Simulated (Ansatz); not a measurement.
Base system: SiO₂ in the rutile structure (space group P4_2/mnm, No. 136; a = 4.155 Å, c = 2.661 Å).

Now apply this change: the cell is scaled by 1.0300 in all directions; the atoms relax in the strained cell.

Level of theory: LDA/PAW in Ansatz (a quantum-chemistry and plane-wave program), scalar-relativistic without spin-orbit coupling.

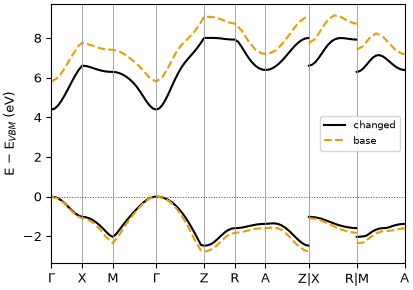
*Highest valence and lowest conduction band along the path, each from its own valence-band maximum*

**Question.** Read the changed gap and its character from the plot.

**Answer.** About 4.4 eV, direct at Γ.

No phonon test of stability was made.
